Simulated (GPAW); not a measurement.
# Geometry or basis: what sets the conductance of C2 in line between two In chains

How well does C2 in line between two In chains conduct once its atoms have relaxed, and how much do cheaper levels lose?

Calculated with GPAW 26.7.0; GPAW LCAO, PAW setups; relaxation of the junction within the symmetry of its start, lead ends held, in the first sound run; inputs show where later runs differ.

**1. The structure**

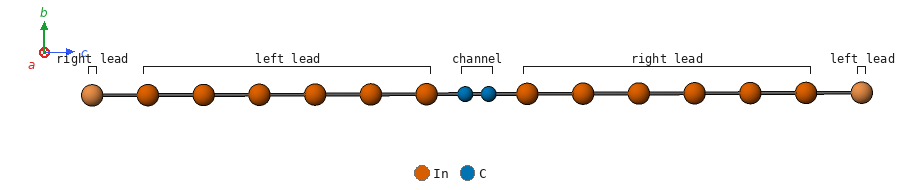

Start, viewed from the side, with the c axis across the page; indium orange, carbon blue. Some periodic images of atoms are drawn too.

The cell holds 14 atoms: 12 In and 2 C. Its edges and angles: a = 9.000 Å, b = 9.000 Å, c = 37.781 Å, α = 90.0°, β = 90.0°, γ = 90.0°. Regions: left lead, 6 atoms (6 In); channel, 2 atoms (2 C); right lead, 6 atoms (6 In). Vacuum lies along a and b. The structure is stacked along c, and the current runs across the ab planes.

**2. Relaxing the atoms**

Transmission follows bond lengths closely, so the atoms between the held lead ends are relaxed first, within whatever symmetry the start has.

run.py

```python
import json
from ase import Atoms
from ase.constraints import FixAtoms
from ase.optimize import BFGS
from gpaw import GPAW, FermiDirac

device = Atoms(
    ['In', 'In', 'In', 'In', 'In', 'In', 'C', 'C', 'In', 'In', 'In', 'In', 'In', 'In'],
    positions=[
        [4.50000, 4.50000, 1.47500],
        [4.50000, 4.50000, 4.42500],
        [4.50000, 4.50000, 7.37500],
        [4.50000, 4.50000, 10.32500],
        [4.50000, 4.50000, 13.27500],
        [4.50000, 4.50000, 16.22500],
        [4.50000, 4.50000, 18.27070],
        [4.50000, 4.50000, 19.51070],
        [4.50000, 4.50000, 21.55640],
        [4.50000, 4.50000, 24.50640],
        [4.50000, 4.50000, 27.45640],
        [4.50000, 4.50000, 30.40640],
        [4.50000, 4.50000, 33.35640],
        [4.50000, 4.50000, 36.30640]],
    cell=[[9.0, 0.0, 0.0], [0.0, 9.0, 0.0], [0.0, 0.0, 37.7814]],
    pbc=True)

device.set_constraint(FixAtoms([0, 1, 2, 3, 4, 9, 10, 11, 12, 13]))
device.calc = GPAW(mode='lcao', basis='dzp', xc='PBE', h=0.18,
                   kpts={'size': (1, 1, 2), 'gamma': True},
                   symmetry={'tolerance': 1e-3, 'extra_ids': [1, 1, 1, 1, 1, 0, 0, 0, 0, 1, 1, 1, 1, 1]},
                   occupations=FermiDirac(0.1), maxiter=250,
                   mixer=dict(beta=0.1, nmaxold=8, weight=100.0),
                   convergence=dict(density=0.0001), txt='relax.txt')
path = []
opt = BFGS(device, maxstep=0.15)
opt.attach(lambda: path.append((device.get_potential_energy(), device.positions.tolist(), device.get_forces().tolist())))
relaxed = bool(opt.run(fmax=0.05, steps=50))
json.dump(dict(relaxed=relaxed, path=path, positions=device.positions.tolist(), moments=device.get_magnetic_moments().tolist(),
               forces=device.get_forces(apply_constraint=False).tolist()), open('result.json', 'w'))
```

On the command line:

```sh
> OMP_NUM_THREADS=1 OPENBLAS_NUM_THREADS=1 python run.py
```

The program printed:

```text
Step          Energy          fmax
BFGS:    0      -29.003221        1.303944
BFGS:    1      -29.046254        1.028265
BFGS:    2      -29.099280        0.840131
BFGS:    3      -29.104051        0.030100
```

The job ended after 3.7 min (1 thread of Arm Neoverse V1, shared host; peak memory 1.7 GiB).

Relaxation path:

| step | energy less that of the first step (eV) | largest force (eV/Å) |
| --- | --- | --- |
| 1 | 0.0000 | 1.3039 |
| 2 | -0.0427 | 1.0283 |
| 3 | -0.0935 | 0.8401 |
| 4 | -0.0986 | 0.0301 |

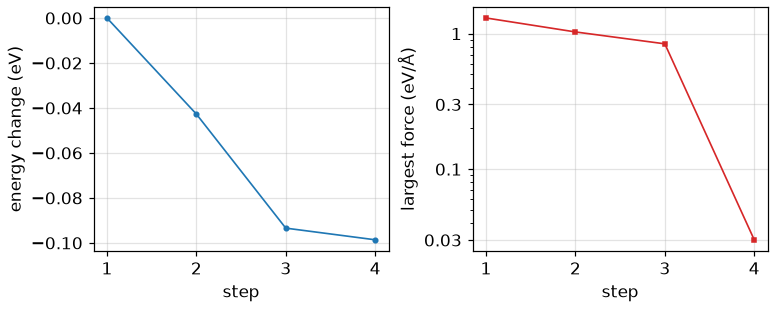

Energy and largest force along the relaxation.

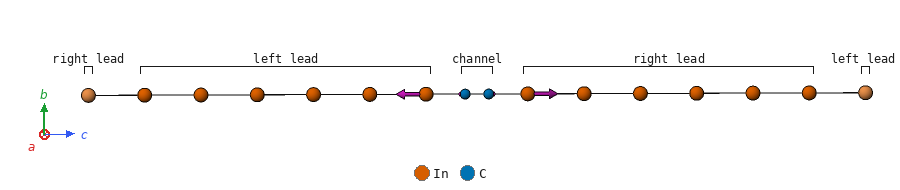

Displacements in the relaxation, exaggerated; the longest in the cell stands for 0.08 Å. Some periodic images of atoms are drawn too.

The atoms that moved most (Å):

| atom | dx | dy | dz | length |
| --- | --- | --- | --- | --- |
| In6 | 0.000 | 0.000 | -0.079 | 0.079 |
| In9 | 0.000 | 0.000 | 0.079 | 0.079 |
| C7 | 0.000 | 0.000 | -0.009 | 0.009 |
| C8 | 0.000 | 0.000 | 0.009 | 0.009 |

The relaxation lowered the energy of the cell by 0.0986 eV (energies extrapolated to zero smearing; the optimiser's log prints free energies). The largest force left on a free atom is 0.030 eV/Å.

**3. GPAW, dzp**

The script solves lead and junction separately, takes H and S in the orbital basis, and joins semi-infinite leads through their self-energies; the dzp basis is the working standard.

This step: GPAW LCAO, PAW setups; Landauer transmission from Green's functions with principal layers (ASE), zero bias (GPAW 26.7.0).

run.py

```python
import json
import numpy as np
from ase import Atoms
from ase.transport.calculators import TransportCalculator
from gpaw import GPAW, FermiDirac
from gpaw.lcao.tools import get_lcao_hamiltonian
from scipy.linalg import eigh

# The junction with lead layers at both ends, along the third cell vector
device = Atoms(
    ['In', 'In', 'In', 'In', 'In', 'In', 'C', 'C', 'In', 'In', 'In', 'In', 'In', 'In'],
    positions=[
        [4.50000, 4.50000, 1.47500],
        [4.50000, 4.50000, 4.42500],
        [4.50000, 4.50000, 7.37500],
        [4.50000, 4.50000, 10.32500],
        [4.50000, 4.50000, 13.27500],
        [4.50000, 4.50000, 16.14575],
        [4.50000, 4.50000, 18.26187],
        [4.50000, 4.50000, 19.51953],
        [4.50000, 4.50000, 21.63565],
        [4.50000, 4.50000, 24.50640],
        [4.50000, 4.50000, 27.45640],
        [4.50000, 4.50000, 30.40640],
        [4.50000, 4.50000, 33.35640],
        [4.50000, 4.50000, 36.30640]],
    cell=[[9.0, 0.0, 0.0], [0.0, 9.0, 0.0], [0.0, 0.0, 37.7814]],
    pbc=True)

# One principal layer of the lead: the first 3 atoms of the device
lead = Atoms(
    ['In', 'In', 'In'],
    positions=[
        [4.50000, 4.50000, 1.47500],
        [4.50000, 4.50000, 4.42500],
        [4.50000, 4.50000, 7.37500]],
    cell=[[9.0, 0.0, 0.0], [0.0, 9.0, 0.0], [0.0, 0.0, 8.85]],
    pbc=True)

settings = dict(mode='lcao', basis='dzp', xc='PBE', h=0.2,
                occupations=FermiDirac(0.1), maxiter=250,
                mixer=dict(beta=0.1, nmaxold=8, weight=100.0),
                convergence=dict(density=0.0001))
energies = np.arange(-2, 2 + 1e-9, 0.025)
eta = 0.0001
n1, n2 = 1, 1
# k and -k transmit alike, so half of the mesh across the current serves
mesh = [(i, j) for i in range(n1) for j in range(n2) if (i, j) <= (-i % n1, -j % n2)]
weights = np.array([1 if (i, j) == (-i % n1, -j % n2) else 2 for i, j in mesh]) / (n1 * n2)

# [... helper functions left out ...]
fermi_lead = ground_state(lead, (1, 1, 13), 'lead.txt')
fermi_device = ground_state(device, (1, 1, 2), 'device.txt')
# [... loop over the mesh left out, but for ...]
        # Shift the lead onto the potential of the device's first layer
        shift = ((H[:, 0, 0] - H0[:, 0, 0]) / S0[0, 0]).real.mean()
# [...]
kT = 8.617333e-5 * 300
bias = [0.1, 0.2, 0.5, 1.0, 1.5, 2.0]
# [... integrals and printing left out ...]
```

The program printed:

```text
basis functions: device 302, principal layer 69
Fermi level: lead -2.2014 eV, device -2.2426 eV; lead shifted by 0.0198 eV
largest coupling past the next layer 1.88e-06 eV, largest misfit of the first layer 0.058 eV
  E-E_F (eV)   T (one spin)  [channel counts left out]
    -2.000    4.6252e-02
    -1.975    2.7951e-02
    -1.950    1.2400e-03
    -1.925    2.1275e-07
    -1.900    1.8408e-07
    -1.875    2.6123e-07
    -1.850    5.9073e-07
    -1.825    3.7069e-06
    -1.800    1.3607e-05
    -1.775    1.0500e-06
    -1.750    4.3300e-07
    -1.725    2.9379e-07
    -1.700    2.7361e-07
    -1.675    3.4699e-07
    -1.650    6.9784e-07
    -1.625    5.6433e-06
[...]
1.825    1.5385e+00
     1.850    1.5414e+00
     1.875    1.5080e+00
     1.900    1.5552e+00
     1.925    1.5574e+00
     1.950    1.5604e+00
     1.975    1.5633e+00
     2.000    1.5660e+00
conductance at 300 K: 1.3978 G0 a cell; thermopower -12.54 uV/K
current from the zero-bias T(E) at 0.1 V: 10.74 uA
current from the zero-bias T(E) at 0.2 V: 21.037 uA
current from the zero-bias T(E) at 0.5 V: 43.898 uA
current from the zero-bias T(E) at 1.0 V: 69.778 uA
current from the zero-bias T(E) at 1.5 V: 94.553 uA
current from the zero-bias T(E) at 2.0 V: 119.74 uA
```

Wall time 76 s (1 thread); peak memory 1.2 GiB.

Numbers from this step:

- conductance: 1.398 G₀
- largest coupling past the next principal layer: 1.88e-6 eV
- largest misfit of the first principal layer: 0.05771 eV
- shift that aligns the lead: 0.01976 eV
- basis functions of the junction: 302
- basis functions of a principal layer: 69
- transmission at the Fermi level (one spin): 1.439

One spin. Transmission, zone mean against energy, zero at the Fermi level:

| energy (eV) | transmission, zone mean |
| --- | --- |
| -2.0000 | 0.0463 |
| -1.7500 | 4.3e-7 |
| -1.5000 | 2.6e-8 |
| -1.2500 | 3.3e-4 |
| -1.0000 | 0.0413 |
| -0.7500 | 0.0569 |
| -0.5000 | 0.0652 |
| -0.2500 | 0.0699 |
| -0.1500 | 1.78 |
| 0.0000 | 1.44 |
| 0.0750 | 1.52 |
| 0.2500 | 1.33 |
| 0.5000 | 1.23 |
| 0.7500 | 1.22 |
| 1.0000 | 1.30 |
| 1.2500 | 1.41 |
| 1.5000 | 1.48 |
| 1.7500 | 1.53 |
| 2.0000 | 1.57 |

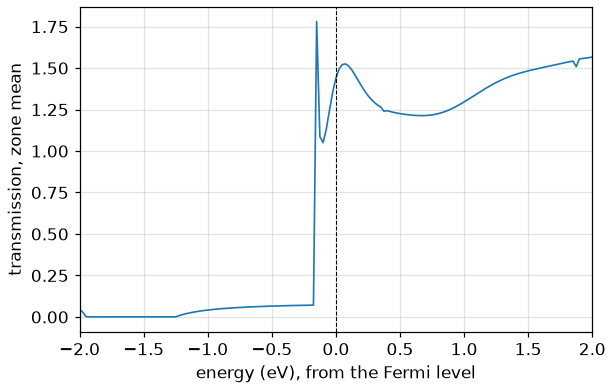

Transmission, zone mean, plotted against energy.

Not self-consistent under bias; the bias window is split evenly. Current through one cell, from the zero-bias transmission against bias:

| bias (V) | current through one cell, from the zero-bias transmission (μA) |
| --- | --- |
| 0.100 | 10.7 |
| 0.200 | 21.0 |
| 0.500 | 43.9 |
| 1.000 | 69.8 |
| 1.500 | 94.6 |
| 2.000 | 120 |

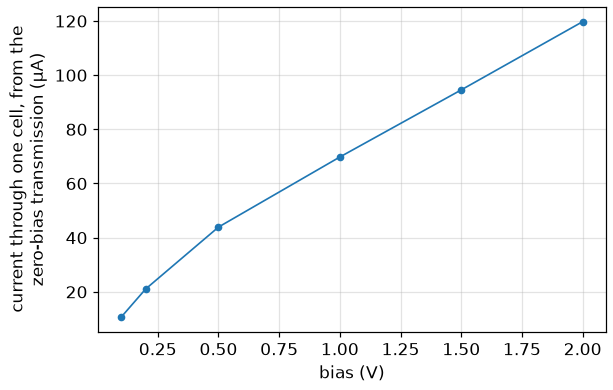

Current through one cell, from the zero-bias transmission against bias.

Transmission of the three most open eigenchannels against energy, zero at the Fermi level:

| energy (eV) | channel 1 | channel 2 | channel 3 |
| --- | --- | --- | --- |
| -2.000 | 0.0463 | 0 | 0 |
| -1.800 | 1.4e-5 | 0 | 0 |
| -1.600 | 2.7e-6 | 0 | 0 |
| -1.400 | 8.4e-9 | 0 | 0 |
| -1.200 | 0.0130 | 0 | 0 |
| -1.000 | 0.0413 | 0 | 0 |
| -0.800 | 0.0546 | 0 | 0 |
| -0.600 | 0.0624 | 0 | 0 |
| -0.400 | 0.0674 | 0 | 0 |
| -0.200 | 0.0706 | 1.1e-9 | 1.1e-9 |
| 0.000 | 0.683 | 0.683 | 0.0724 |
| 0.200 | 0.659 | 0.659 | 0.0732 |
| 0.400 | 0.585 | 0.585 | 0.0734 |
| 0.600 | 0.571 | 0.571 | 0.0732 |
| 0.800 | 0.576 | 0.576 | 0.0730 |
| 1.000 | 0.611 | 0.611 | 0.0731 |
| 1.200 | 0.659 | 0.659 | 0.0735 |
| 1.400 | 0.693 | 0.693 | 0.0742 |
| 1.600 | 0.713 | 0.713 | 0.0753 |
| 1.800 | 0.729 | 0.729 | 0.0767 |
| 2.000 | 0.744 | 0.744 | 0.0782 |

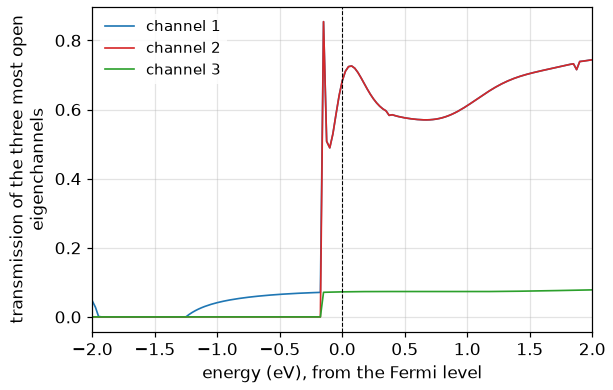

Transmission of the three most open eigenchannels against energy.

Couplings past the next layer reach 1.9e-6 eV, small enough to drop; the matrix elements of the cell's first layer differ from the bulk lead's by up to 0.058 eV. That layer keeps its own values in the calculation, and only beyond it is the lead taken as perfect. The Fermi levels of lead and junction count from different zeros of potential, one for each periodic cell; with both set to zero, the small remaining shift is what aligns them. By hand: G = 1.398 × 77.48 μS = 108 μS, a resistance of 9.23 kΩ; at 0.1 V a linear junction would pass 10.8 μA, and the integral over the bias window gives 10.7 μA.

**4. GPAW, szp: basis = "szp(dzp)"**

The second zeta is dropped, the polarisation orbitals stay.

run.py, as its differences from that of step 3:

```diff
@@ -39,3 +39,3 @@
 
-settings = dict(mode='lcao', basis='dzp', xc='PBE', h=0.2,
+settings = dict(mode='lcao', basis='szp(dzp)', xc='PBE', h=0.2,
                 occupations=FermiDirac(0.1), maxiter=250,
```

The program printed:

```text
basis functions: device 186, principal layer 42
Fermi level: lead -2.3506 eV, device -2.4131 eV; lead shifted by 0.0157 eV
largest coupling past the next layer 1.86e-06 eV, largest misfit of the first layer 0.056 eV
  E-E_F (eV)   T (one spin)  channels
    -2.000    1.2533e-07    0.0000
    -1.975    2.1060e-07    0.0000
    -1.950    5.7309e-07    0.0000
    -1.925    7.4396e-06    0.0000
    -1.900    2.9290e-06    0.0000
    -1.875    4.7862e-07    0.0000
    -1.850    2.1769e-07    0.0000
    -1.825    1.4597e-07    0.0000
    -1.800    1.2569e-07    0.0000
    -1.775    1.3513e-07    0.0000
    -1.750    1.8942e-07    0.0000
    -1.725    4.1725e-07    0.0000
    -1.700    4.3228e-06    0.0000
    -1.675    1.2870e-06    0.0000
    -1.650    1.5943e-07    0.0000
    -1.625    5.3026e-08    0.0000
[...]
1.825    1.5559e+00    3.0000
     1.850    1.5585e+00    3.0000
     1.875    1.5762e+00    3.0000
     1.900    1.5712e+00    3.0000
     1.925    1.5739e+00    3.0000
     1.950    1.5769e+00    3.0000
     1.975    1.5797e+00    3.0000
     2.000    1.5822e+00    3.0000
conductance at 300 K: 1.2327 G0 a cell; thermopower -14.58 uV/K
current from the zero-bias T(E) at 0.1 V: 9.4806 uA
current from the zero-bias T(E) at 0.2 V: 18.617 uA
current from the zero-bias T(E) at 0.5 V: 39.303 uA
current from the zero-bias T(E) at 1.0 V: 63.174 uA
current from the zero-bias T(E) at 1.5 V: 86.328 uA
current from the zero-bias T(E) at 2.0 V: 110.46 uA
```

Elapsed: 55 s, on 1 thread; peak memory 1.2 GiB.

This step gave:

```
conductance                                             : 1.233 G₀
largest coupling past the next principal layer          : 1.86e-6 eV
largest misfit of the first principal layer             : 0.05605 eV
shift that aligns the lead                              : 0.01574 eV
basis functions of the junction                         : 186
basis functions of a principal layer                    : 42
transmission at the Fermi level (one spin)              : 1.266
open channels of the lead at the Fermi level (one spin) : 3
```

One spin. Table of transmission, zone mean by energy, zero at the Fermi level:

| energy (eV) | transmission, zone mean |
| --- | --- |
| -2.000 | 1.3e-7 |
| -1.800 | 1.3e-7 |
| -1.600 | 2.5e-8 |
| -1.400 | 2.6e-9 |
| -1.200 | 0.00331 |
| -1.000 | 0.0294 |
| -0.800 | 0.0430 |
| -0.600 | 0.0514 |
| -0.400 | 0.0569 |
| -0.200 | 0.0606 |
| -0.150 | 1.59 |
| 0.000 | 1.27 |
| 0.075 | 1.38 |
| 0.200 | 1.28 |
| 0.400 | 1.15 |
| 0.600 | 1.14 |
| 0.800 | 1.18 |
| 1.000 | 1.26 |
| 1.200 | 1.37 |
| 1.400 | 1.45 |
| 1.600 | 1.51 |
| 1.800 | 1.55 |
| 2.000 | 1.58 |

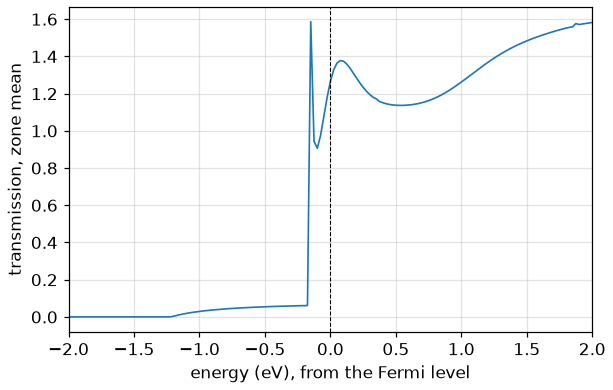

Transmission, zone mean against energy.

Crossings of the lead's bands, unfolded to its shortest repeat. The open channels, zone mean by energy, zero at the Fermi level:

| energy (eV) | open channels, zone mean |
| --- | --- |
| -1.2500 | 0 |
| -1.0000 | 1 |
| -0.7500 | 1 |
| -0.5000 | 1 |
| -0.2500 | 1 |
| 0.0000 | 3 |
| 0.2500 | 3 |
| 0.5000 | 3 |
| 0.7500 | 3 |
| 1.0000 | 3 |
| 1.2500 | 3 |
| 1.5000 | 3 |
| 1.7500 | 3 |
| 2.0000 | 3 |

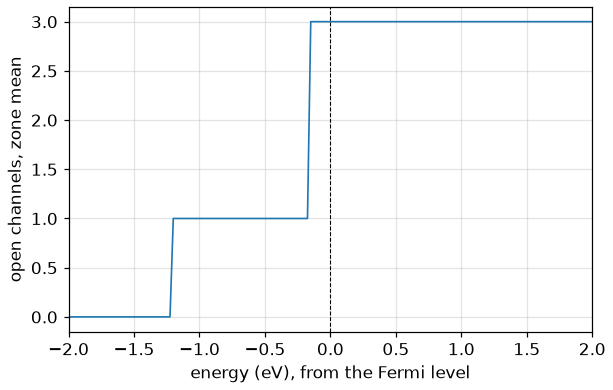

Open channels, zone mean, plotted against energy.

Not self-consistent under bias; the bias window is split evenly. Current through one cell, from the zero-bias transmission against bias:

| bias (V) | current through one cell, from the zero-bias transmission (μA) |
| --- | --- |
| 0.100 | 9.48 |
| 0.200 | 18.6 |
| 0.500 | 39.3 |
| 1.000 | 63.2 |
| 1.500 | 86.3 |
| 2.000 | 110 |

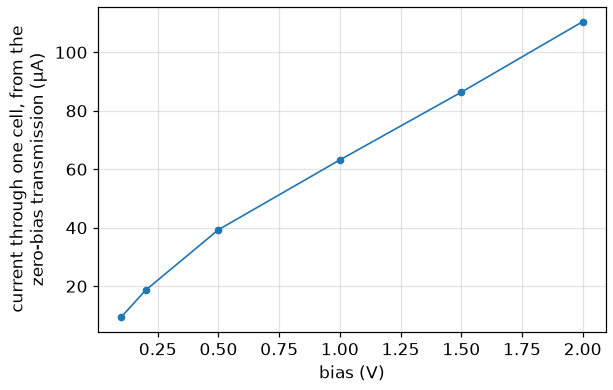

Current through one cell, from the zero-bias transmission against bias.

Transmission of the three most open eigenchannels against energy, zero at the Fermi level:

| energy (eV) | channel 1 | channel 2 | channel 3 |
| --- | --- | --- | --- |
| -1.2500 | 9.5e-9 | 0 | 0 |
| -1.0000 | 0.0294 | 0 | 0 |
| -0.7500 | 0.0455 | 0 | 0 |
| -0.5000 | 0.0544 | 0 | 0 |
| -0.2500 | 0.0598 | 4.8e-12 | 4.8e-12 |
| 0.0000 | 0.601 | 0.601 | 0.0630 |
| 0.2500 | 0.584 | 0.584 | 0.0651 |
| 0.5000 | 0.536 | 0.536 | 0.0664 |
| 0.7500 | 0.547 | 0.547 | 0.0677 |
| 1.0000 | 0.596 | 0.596 | 0.0693 |
| 1.2500 | 0.660 | 0.660 | 0.0712 |
| 1.5000 | 0.705 | 0.705 | 0.0735 |
| 1.7500 | 0.733 | 0.733 | 0.0760 |
| 2.0000 | 0.752 | 0.752 | 0.0786 |

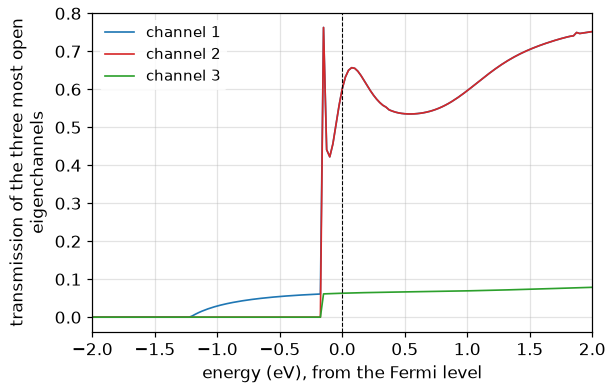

Transmission of the three most open eigenchannels against energy.

The conductance, 1.23 G₀, lies 12 % below that of the dzp run.

**5. GPAW, sz: basis = "sz(dzp)"**

The minimal basis is the cheapest rung: no second zeta and no polarisation.

run.py, as its differences from that of step 4:

```diff
@@ -39,3 +39,3 @@
 
-settings = dict(mode='lcao', basis='szp(dzp)', xc='PBE', h=0.2,
+settings = dict(mode='lcao', basis='sz(dzp)', xc='PBE', h=0.2,
                 occupations=FermiDirac(0.1), maxiter=250,
```

The program printed:

```text
basis functions: device 116, principal layer 27
Fermi level: lead -2.2681 eV, device -2.3214 eV; lead shifted by 0.0235 eV
largest coupling past the next layer 1.93e-06 eV, largest misfit of the first layer 0.029 eV
  E-E_F (eV)   T (one spin)  channels
    -2.000    8.5578e-02    1.0000
    -1.975    8.2866e-02    1.0000
    -1.950    7.9082e-02    1.0000
[...]
1.975    1.4500e+00    3.0000
     2.000    1.4483e+00    3.0000
conductance at 300 K: 1.2437 G0 a cell; thermopower -14.02 uV/K
current from the zero-bias T(E) at 0.1 V: 9.5371 uA
current from the zero-bias T(E) at 0.2 V: 18.546 uA
current from the zero-bias T(E) at 0.5 V: 38.016 uA
current from the zero-bias T(E) at 1.0 V: 60.473 uA
current from the zero-bias T(E) at 1.5 V: 82.107 uA
current from the zero-bias T(E) at 2.0 V: 104.46 uA
```

It took 36 s on 1 thread; peak memory 1.1 GiB.

Numbers from this step:

| Property | Result |
| --- | --- |
| conductance | 1.244 G₀ |
| largest coupling past the next principal layer | 1.93e-6 eV |
| largest misfit of the first principal layer | 0.02931 eV |
| shift that aligns the lead | 0.02346 eV |
| basis functions of the junction | 116 |
| basis functions of a principal layer | 27 |
| transmission at the Fermi level (one spin) | 1.285 |

The conductance, 1.24 G₀, lies 11 % below that of the dzp run.

(Part 1 of 2 ends here.)

[Logs are printed without paths, hosts, clocks, repeated set-up lines and the standing remarks that a program may print on its own settings, such as how far it seeks lower states.]

[Hosts, paths, dates, database ids (printed as entryN), source tags and the programs' standing remarks are cut or masked in the printed files.]
